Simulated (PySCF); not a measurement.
# GeH3: one geometry, many levels of theory and rigid scans

How much do the numbers for GeH3 (doublet) hang on the method? All levels run at one geometry, the PBE0 minimum. Rigid scans about the minimum follow.

Program: PySCF 2.14.0. Level of theory: several methods, basis Ge def2-TZVP, H def2-TZVP, no relativity, density fitting. These are calculated values, not measurements.

## (1) The system as given

4 atoms, charge 0, spin multiplicity 2.

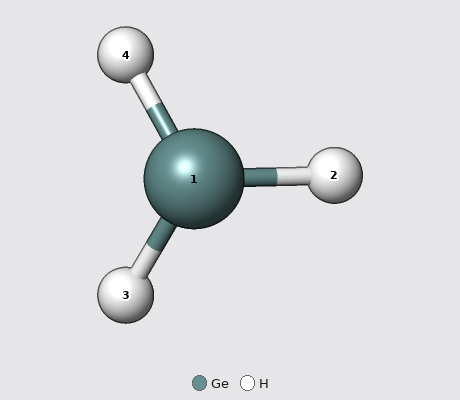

The starting geometry (germanium teal, hydrogen white); atoms are numbered from 1 in the order of the file.

Z-matrix (Å, degrees; charge 0 multiplicity 2):
```
Ge
H  1 1.5391
H  1 1.5391 2 111.16
H  1 1.5391 2 111.16 3 -124.38
```

## (2) PBE0

The steps are one call of a driver around PySCF; scf.py gives each level's set-up. Each SCF starts from the density of the minimum. The driver also runs the species with one electron less or more at the same geometry (one less: multiplicity 1, one more: multiplicity 1); their logs are not shown.

The input, scf.py:

```python
from pyscf import gto, scf, dft
mol = gto.M(atom='''
Ge     0.000000     0.000000    -0.018415
H      1.465985    -0.000000     0.450265
H     -0.733003     1.269586     0.450230
H     -0.733003    -1.269586     0.450230''',
    basis={'Ge': 'def2-TZVP', 'H': 'def2-TZVP'},
    charge=0, spin=1)
mf = dft.UKS(mol, xc='PBE0')
mf.grids.atom_grid = (75, 302)
aux = {'Ge': 'def2-universal-JKFIT', 'H': 'def2-universal-JKFIT'}
mf = mf.density_fit(auxbasis=aux)
mf.conv_tol = 1e-08
mf.diis_space = 10
mf.max_cycle = 60
mf.verbose = 4
mf.kernel()
```

On the command line:

```sh
OMP_NUM_THREADS=2 python axn.py task.json out
```

## (3) HF

Edit scf.py of step 2 so:

```diff
@@ -9,2 +9 @@
-mf = dft.UKS(mol, xc='PBE0')
-mf.grids.atom_grid = (75, 302)
+mf = scf.UHF(mol)
```

## (4) PBE

Edit scf.py of step 3 so:

```diff
@@ -9 +9,2 @@
-mf = scf.UHF(mol)
+mf = dft.UKS(mol, xc='PBE')
+mf.grids.atom_grid = (75, 302)
```

## (5) CCSD(T)

Edit scf.py of step 4 so:

```diff
@@ -9,2 +9 @@
-mf = dft.UKS(mol, xc='PBE')
-mf.grids.atom_grid = (75, 302)
+mf = scf.UHF(mol)
@@ -17,0 +17,3 @@
+from pyscf import cc
+mycc = cc.CCSD(mf, frozen=9).run()
+mycc.ccsd_t()
```

## (6) r2SCAN

Edit scf.py of step 5 so:

```diff
@@ -9 +9,2 @@
-mf = scf.UHF(mol)
+mf = dft.UKS(mol, xc='R2SCAN')
+mf.grids.atom_grid = (90, 434)
@@ -17,3 +17,0 @@
-from pyscf import cc
-mycc = cc.CCSD(mf, frozen=9).run()
-mycc.ccsd_t()
```

## (7) B3LYP

Edit scf.py of step 6 so:

```diff
@@ -9,2 +9,2 @@
-mf = dft.UKS(mol, xc='R2SCAN')
-mf.grids.atom_grid = (90, 434)
+mf = dft.UKS(mol, xc='B3LYP')
+mf.grids.atom_grid = (75, 302)
```

## (8) TPSSh

Edit scf.py of step 7 so:

```diff
@@ -9,2 +9,2 @@
-mf = dft.UKS(mol, xc='B3LYP')
-mf.grids.atom_grid = (75, 302)
+mf = dft.UKS(mol, xc='TPSSH')
+mf.grids.atom_grid = (90, 434)
```

## (9) M06-L

Edit scf.py of step 8 so:

```diff
@@ -9 +9 @@
-mf = dft.UKS(mol, xc='TPSSH')
+mf = dft.UKS(mol, xc='M06L')
```

## (10) r2SCAN0

Edit scf.py of step 9 so:

```diff
@@ -9 +9 @@
-mf = dft.UKS(mol, xc='M06L')
+mf = dft.UKS(mol, xc='HYB_MGGA_XC_R2SCAN0')
```

## (12) Breathing scan

A rigid scan with PBE0: all bonds to the central atom are scaled together. Each point starts from its neighbour's orbitals, and energies count from the minimum.

## (13) Stretching one bond

A rigid scan with PBE0: the bond from Ge to the last atom (H) is scaled and the rest held.

## (14) Umbrella curve

A rigid scan with PBE0: angle between each bond and the threefold axis, bonds fixed.

## (15) Umbrella–stretch map

A rigid scan with PBE0: rows, all bonds scaled; columns, angle to the threefold axis.

(Steps that only read results are left out.)

Q: Predict the outcome of this session. Wanted: atomisation energy, CCSD(T) in this basis; vertical ionisation energy, CCSD(T); vertical electron affinity, CCSD(T); orbital gap, range; T1, D1; T1, D1 of the cation; T1, D1 of the anion; all bonds 4 % longer; one bond 20 % longer.

The runs gave:

| quantity | value |
| --- | --- |
| atomisation energy, CCSD(T) in this basis | 836 kJ/mol |
| vertical ionisation energy, CCSD(T) | 8.65 eV |
| vertical electron affinity, CCSD(T) | 0.55 eV |
| orbital gap, range | 1.35 (M06-L) to 10.06 (HF) eV |
| T1, D1 | 0.013, 0.033 |
| T1, D1 of the cation | 0.011, 0.029 |
| T1, D1 of the anion | 0.013, 0.026 |
| all bonds 4 % longer | 8.2 kJ/mol |
| one bond 20 % longer | 50.0 kJ/mol |
| planar shape, bonds held | 21.3 kJ/mol |

In words: The functionals' atomisation energies stand +5 kJ/mol (PBE) to +57 kJ/mol (TPSSh) from CCSD(T); much of that can be the slow basis convergence of CCSD(T), which binds tens of kJ/mol more at its limit, so it ranks no functional. HF lacks the correlation that pairing electrons in bonds brings, so it binds too weakly, by 185 kJ/mol even against this CCSD(T). Against CCSD(T), the vertical ionisation energy is best met by PBE (+0.06 eV) and worst by HF (-0.36 eV). CCSD(T) took 10 s, about 5 times as long as PBE (2.2 s), which misses it by 0.06 eV. For the vertical electron affinity, r2SCAN0 comes nearest to CCSD(T) (+0.06 eV) and HF is farthest (-0.96 eV). PBE's −ε(HOMO), 5.2 eV, falls 3.4 eV short of the ionisation energy, while its energy difference gives 8.7 eV. Without diffuse functions electron affinities tend to come out too low. The well is lopsided, 9.9 kJ/mol for 4 % shorter bonds against 8.2 for 4 % longer ones. Held rigid otherwise, the planar shape costs 21 kJ/mol.
